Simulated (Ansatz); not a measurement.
# How the smearing shapes the phonons of Ag-Au-Ag stack of (111) layers

Does Ag-Au-Ag stack of (111) layers have a Kohn anomaly or a soft branch that a wide smearing hides? The first relaxation steps of the session are not shown, so no cell shown is the starting entry, unless a step says so.

Calculated with Ansatz 0.2.0; DFT PBE, scalar-relativistic, plane waves, PAW.

## 1. The cell after earlier relaxation steps

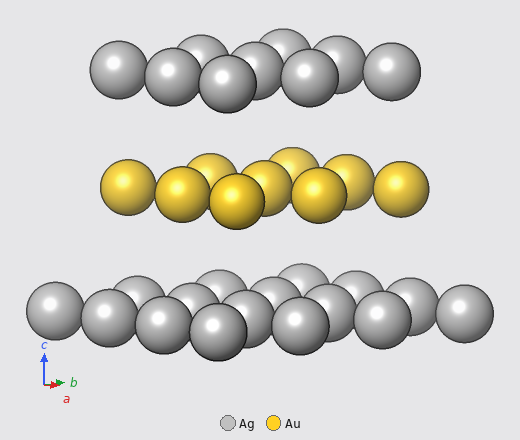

The cell as given, from the side, with the c axis up (silver light grey, gold yellow). 3×3×1 cells are drawn. Some periodic images of atoms are drawn too.

The cell holds 3 atoms: 2 Ag and 1 Au. Cell: a = 2.850 Å, b = 2.850 Å, c = 33.222 Å, α = 90.0°, β = 90.0°, γ = 120.0°. Vacuum lies along c.

## 2. Relaxing tightly for phonons

Phonons are second derivatives about the minimum, so the remaining forces must be small: the thresholds are tightened. Earlier relaxation steps are not shown.

Contents of input.yaml:

```yaml
crystal:
  lattice:
    - [2.8503103088, 0.0, 0.0]
    - [-1.4251551544, 2.4684411361, 0.0]
    - [0.0, 0.0, 33.22235726]
  atoms:
    - { symbol: Ag, position: [0.0, 0.0, 0.1601668434] }
    - { symbol: Au, position: [0.3333333333, 0.6666666667, 0.2364549252] }
    - { symbol: Ag, position: [0.6666666667, 0.3333333333, 0.312743007] }
  periodic: [true, true, false]
kpoints:
  mp_grid: { grid: [12, 12, 1] }
hamiltonian:
  xc: pbe
scf:
  occupations: { method: methfessel_paxton, width: 0.2 }
output:
  forces: true
  stress: true
  eigenvalues: true
  write_density: true
  write_potential: true
  elf: true
  volumetric_format: npy
relax:
  adjacent_minimum: "off"
  f_tol: 0.001
  max_steps: 60
  cell: { stress_2d_tol: 0.002 }
```

Run with:

```bash
ansatz run input.yaml --threads 4 --pin off --max-ram 8192MiB --backend cpu --events-out ev --progress --plain --runs-dir out
```

Numbers of over 12 decimals in the logs are rounded to 6 here.

The log of the run:

```text
[the first part of the log is left out]
  E_paw        = -17511.796060  (= ΣΔE_a)
  E_vpaw       = -1186.618036  (= ΣTr[D̂ρ^β])
  E_aug_tail   = 0.002076  (compensation charges beyond the density's cutoff)
  E_ewald      = 114908.476061
  E_smearing   = 0.004298  (= −TS)
  E_closure    = 0.000000  (closes the sum)
  Σ components = -28329.751069   (vs F -28329.751069, Δ=0.00e0)
--- Forces (eV/Å), atoms counted from 1 ---
  atom   1  Ag    -0.00000000    -0.00000000     0.00000230
  atom   2  Au     0.00000000     0.00000000     0.00000000
  atom   3  Ag     0.00000000     0.00000000    -0.00000230
  max |Σ_I F_I| component: 2.31e-18 eV/Å
--- 2D stress c σ (N/m, compression-positive) ---
        0.000150       0.000000       0.000000
        0.000000       0.000150       0.000000
        0.000000       0.000000       0.000000
  P = ½ c Tr σ = 0.0002 N/m
--- Band table (eV; the first three rows and the last of 19) ---
  k-point 0: bands = ["-110.3240", "-96.3540", "-96.3540", "-61.7140", "-61.7140", "-61.7022", "-59.7895", "-59.7885", "-59.7860", "-59.7860", "-59.7859", "-59.7859", "-13.2570", "-11.0698", "-10.8307", "-9.6535", "-9.3694", "-9.3694", "-9.0838", "-9.0838", "-9.0487", "-9.0487", "-8.8659", "-8.0226", "-8.0226", "-7.9092", "-7.9092", "-7.4092", "-7.4092", "-6.3790", "-4.6385", "-0.6914 (-0.6937°)", "-0.1593 (-0.1913°)", "0.5287", "0.9928"]
  k-point 1: bands = ["-110.3233", "-96.3531", "-96.3531", "-61.7272", "-61.7173", "-61.7006", "-59.7958", "-59.7958", "-59.7884", "-59.7884", "-59.7883", "-59.7874", "-13.0316", "-10.9161", "-10.6550", "-9.6133", "-9.4695", "-9.2291", "-9.1902", "-9.0978", "-8.9850", "-8.9502", "-8.9445", "-8.1472", "-8.0769", "-8.0480", "-7.9162", "-7.4450", "-7.4122", "-6.1595", "-4.2089", "-0.5519 (-0.5539°)", "0.0170 (-0.0156°)", "0.6886", "1.1658"]
  k-point 2: bands = ["-110.3215", "-96.3505", "-96.3505", "-61.7630", "-61.7264", "-61.6963", "-59.8227", "-59.8226", "-59.7952", "-59.7952", "-59.7851", "-59.7844", "-12.4116", "-10.5591", "-10.2485", "-9.6871", "-9.5734", "-9.4201", "-9.1257", "-9.0921", "-8.8364", "-8.7203", "-8.6499", "-8.4578", "-8.2992", "-8.1857", "-7.9441", "-7.4254", "-7.3151", "-5.6516", "-3.1929", "-0.1282 (-0.1295°)", "0.5452 (0.5105°)", "1.1729", "1.6837"]
  k-point 18: bands = ["-110.3130", "-96.3382", "-96.3382", "-61.8514", "-61.8514", "-61.6757", "-59.8892", "-59.8890", "-59.8890", "-59.8889", "-59.7698", "-59.7698", "-10.0290", "-10.0290", "-9.9500", "-9.7188", "-9.7188", "-9.1553", "-8.9492", "-8.9492", "-8.9491", "-8.9465", "-8.4358", "-8.4358", "-7.7840", "-7.7840", "-7.4303", "-1.9025", "-0.4526", "-0.4526", "0.1568", "1.2045", "1.2045", "2.4766", "2.5750"]
  ° read free of the cell's end (the report's vacuum.weakly_bound_levels)
--- Relaxed structure (4 steps of the walk, 4 accepted, 1 SCFs on fresh bases) ---
  F+E_penalty+E_count = -28329.75106886 eV   max|allowed force component| = 2.300e-6 eV/Å   (the final SCF, on the basis selected at the relaxed cell)
  cell:  # Å, volume = 233.6763 Å³
    - [2.849881, 0.0, 0]
    - [-1.424941, 2.468070, 0]
    - [0, 0, 33.22235726]
  atoms:
    - { symbol: Ag, position: [0, 0, 0.160126] }
    - { symbol: Au, position: [0.333333, 0.666667, 0.2364549252] }
    - { symbol: Ag, position: [0.666667, 0.333333, 0.312784] }
```

Run time: 16 s. Hardware: 4 threads of Arm Neoverse V2, shared host; peak memory 0.63 GiB.

Little changed from the start: no atom moved by 0.005 Å and no cell edge by 0.1 %.

Numbers from this step:

| Item | Value |
| --- | --- |
| metallic on mesh | yes |
| gap on the k-mesh | 0 eV |

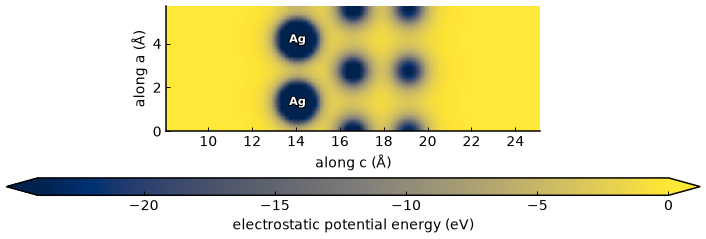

Electrostatic potential energy in the ca plane at fractional y = 0.000, with atoms of Ag within 0.2 Å of it. With pseudopotentials it is smooth inside the atoms' cores, unlike the true potential. The map starts off the cell's origin, so that atoms lie inside it. The far vacuum is left out of the map.

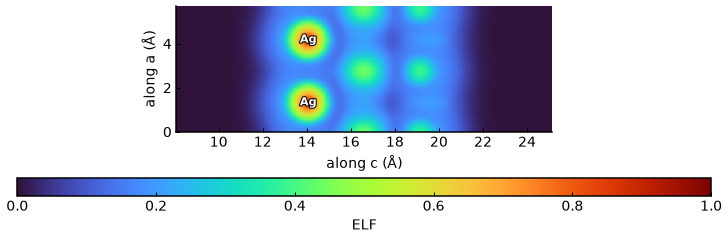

ELF in the ca plane at fractional y = 0.000, with atoms of Ag within 0.2 Å of it. It is the smooth field of the valence electrons, not physical close to the nuclei. The map starts off the cell's origin, so that atoms lie inside it. The far vacuum is left out of the map.

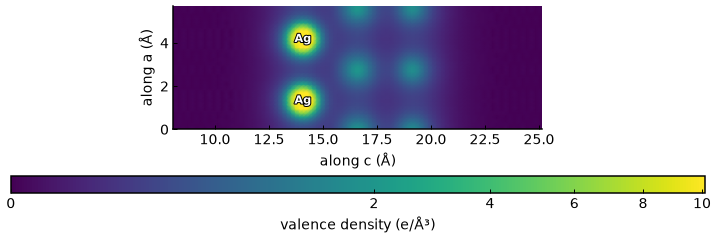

Valence density in the ca plane at fractional y = 0.000, with atoms of Ag within 0.2 Å of it. It is the smooth field of the valence electrons, not physical close to the nuclei. The map starts off the cell's origin, so that atoms lie inside it. The colour scale is stretched toward low values. The far vacuum is left out of the map.

## 3. Phonons along a line: Fermi–Dirac smearing of 0.1 eV

The smearing blurs the Fermi surface that screens the phonons; a Fermi–Dirac width is an electronic temperature.

Contents of input.yaml:

```yaml
crystal:
  lattice:
    - [2.8498812353, 0.0, 0.0]
    - [-1.4249406176, 2.4680695475, 0.0]
    - [0.0, 0.0, 33.22235726]
  atoms:
    - { symbol: Ag, position: [0.0, 0.0, 0.1601258045] }
    - { symbol: Au, position: [0.3333333333, 0.6666666667, 0.2364549252] }
    - { symbol: Ag, position: [0.6666666667, 0.3333333333, 0.3127840459] }
  periodic: [true, true, false]
kpoints:
  mp_grid: { grid: [18, 18, 1] }
hamiltonian:
  xc: pbe
scf:
  occupations: { method: fermi_dirac, width: 0.1 }
output:
  eigenvalues: true
phonons:
  method: dfpt
  qpoints:
    - [0, 0, 0]
    - [0.166666667, 0.0, 0.0]
    - [0.333333333, 0.0, 0.0]
    - [0.5, 0.0, 0.0]
```

The log of the run:

```text
Warning: crystal.symmetry: narrowed to the stabiliser of the run's FFT grids — unitary ops 12 → 6. A phonons.method: dfpt run fills in the rows of the dynamical matrix that it does not solve by its symmetry operations, which is exact only for operations that map its FFT grids onto themselves: filled in by any other, the frequencies could depend on the order in which like atoms are typed, or, by more than the grids' own error, on where the crystal sits among the grids' points. Excluded: 6 operations. The run can therefore solve more perturbations, solve them on more k-points, or both, and cost more. [rest of the remark cut]
The run solves and reports these wavevectors of phonons.qpoints, in the list's order, at another value: [0.166666667, 0.0, 0.0] as [0.166667, 0.0, 0.0], [0.333333333, 0.0, 0.0] as [0.333333, 0.0, 0.0].
[...]
Crystal: 3 atoms, lattice volume = 233.676 Å³
Basis set: ecut = 420 eV, 4587 PW (Γ), exchange–correlation on 40×40×450 points (8 copies of the dense FFT grid, shifted against one another)
Bands: 35, of which v1, the nominal top of the filled ones, is band 29 counted from 1 (28 counted from 0)
Symmetry: 12 space group operations
k-points: 37 of 324 (irreducible under 6 space group operations, time reversal used)
[...]
SCF iter   1: F=—  HF=-28329.793485 eV  |F-HF|=—  |Δ(HF+E_count)|=         —  Δρ=9.53e-4  dr2=2.72e-3  ethr=1.77e-3  ⟨swp⟩=15.3  Hψ=9875  notcnv=0  defer=12
[...]
SCF iter  10: F=-28329.795974 eV  HF=-28329.795974 eV  |F-HF|=1.02e-10  |Δ(HF+E_count)|=  1.06e-10  Δρ=1.00e-8  dr2=1.39e-13  ethr=1.00e-12  ⟨swp⟩=20.3  Hψ=9808  notcnv=0
SCF 1 converged in 10 iterations: F = -28329.795974 eV  dr2 = 1.39e-13
[...]
NSCF: frozen V_eff on 37 k-points
WARN: eigensolver did not converge (k=7): 1 band(s) unlocked after 2 eigensolves, warm-restarted (20 sweeps on the last) at ethr=2.71e-12 eV (storage-precision floor; scheduled 1.00e-12 eV) (lowest unlocked band 34, counted from 0; max residual 1.88e-5 eV among the unlocked bands, 1.88e-5 eV over every band; other slots of this pass that fall short are told together in one closing line; warning suppressed until the next SCF loop or pass starts)
WARN: eigensolver did not converge in 4 slots of this pass, the one above among them; of largest residual over every band (k=22): 1 band(s) unlocked (lowest unlocked band 34, counted from 0; max residual 3.43e-5 eV among the unlocked bands, 3.43e-5 eV over every band); of lowest unlocked band (k=7): band 34
[...]
DFPT response loops at q = (0, 0, 0) (fractional): preconditioner auto → none (partly filled bands, converged f_vac=0.733); β = 0.50; Broyden in place of MSR1
[...]
SCF converged after 10 iterations
Free energy (F): -28329.795974 eV
[...]
Internal energy: -28329.761446 eV  (E = F + TS)
E sigma→0 (E₀):  -28329.778710 eV
Entropy (-TS):   -0.034528 eV (-11.509 meV/atom)
Fermi energy:    -4.677237 eV
[...]
--- Band table (eV; the first three rows and the last of 37) ---
  k-point 0: bands = [... 25 lower, -7.9182, -7.9182, -7.2764, -7.2764, -6.3651, -4.6159, -0.6847 (-0.6872°), -0.1647 (-0.1963°), ... 2 higher]
  k-point 1: bands = [... 25 lower, -7.9810, -7.9171, -7.3072, -7.2795, -6.2610, -4.4129, -0.6227 (-0.6250°), -0.0862 (-0.1181°), ... 2 higher]
  k-point 2: bands = [... 25 lower, -8.0699, -7.9239, -7.3183, -7.2891, -5.9947, -3.8854, -0.4358 (-0.4377°), 0.1493 (0.1163°), ... 2 higher]
  k-point 36: bands = [... 25 lower, -7.7440, -7.3243, -1.7620, -0.3635, -0.3635, 0.1653, 1.2035, 1.2035, ... 2 higher]
  ° read free of the cell's end (the report's vacuum.weakly_bound_levels)
--- Phonons (Γ-DFPT): 6 representative perturbations + reference (Σ response iterations 24) ---
  ASR residual: 1.263e-4 → 0.000e0 eV/Å²; symmetrization residual: 2.753e-5 eV/Å²
  The last average, over the group as it would stand without the narrowing to the FFT grids, took up to 5.215e-6 eV/Å² of the zone centre's force constants
  ASR residual per site (eV/Å²): 1.26e-4 1.24e-4 1.14e-4
  Γ frequencies (cm⁻¹): 0.00 0.00 0.00 25.13 25.13 37.48 37.48 66.10 99.32
  non-analytic LO–TO correction: not included (Born effective charges unavailable; polar crystals: no LO–TO splitting at Γ)
--- Phonons (arbitrary-q DFPT): 4 explicit q-points ---
  q = [0, 0, 0] (of the zone-centre solve; hermiticity 1.47e-5, symmetrization 7.25e-11, taken by the last average 1.40e-6): -0.00 0.00 0.00 25.13 25.13 37.48 37.48 66.10 99.32
  q = [0.166667, 0, 0] (6 solved perturbations in 1485 linear systems a pass and spin channel, the states on 324 of 324 k-point pairs; hermiticity 4.17e-5, symmetrization 1.59e-9, taken by the last average 7.04e-6): 16.83 36.79 49.24 51.83 55.62 76.40 84.33 89.60 100.82
[...]
sum rule: each row above includes the acoustic sum rule's correction from the zone centre's row sums; it moved no ω² by more than (0.56 cm⁻¹)²
```

Run time: 15 min. Hardware: 4 threads; peak memory 4.7 GiB.

Each wavevector solved by linear response. Frequency against |q| along the line; 7 of 9 lines:

```csv
|q| along the line (Å⁻¹),mode 1 (cm⁻¹),mode 2 (cm⁻¹),mode 3 (cm⁻¹),mode 4 (cm⁻¹),mode 5 (cm⁻¹),mode 6 (cm⁻¹),mode 7 (cm⁻¹)
0.000,0,0,0,25.1,25.1,37.5,37.5
0.424,16.8,36.8,49.2,51.8,55.6,76.4,84.3
0.849,35.3,54.7,62.1,73.7,81.9,83.1,129
1.273,45.9,54.7,68.9,72.3,93.2,94.2,148
```

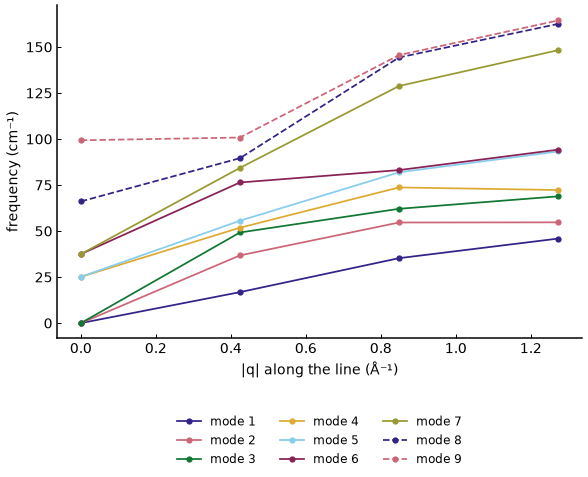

Frequency against |q| along the line.

## 4. Summary of results

```
phonon run of the rows without a label of their own        : PBE, k 18×18×1
lowest branch at the last solved point, Fermi–Dirac 0.1 eV : 45.9 cm⁻¹ at |q| = 1.27 Å⁻¹
```

Spin–orbit coupling, left out here, matters for Au. The structure was built by hand as an ordered model, and its stability against other phases was not tested.

[Logs are printed without paths, hosts, clocks, repeated set-up lines and the standing remarks that a program may print on its own settings, such as how far it seeks lower states.]

[Hosts, paths, dates, database ids (printed as entryN), source tags and the programs' standing remarks are cut or masked in the printed files.]
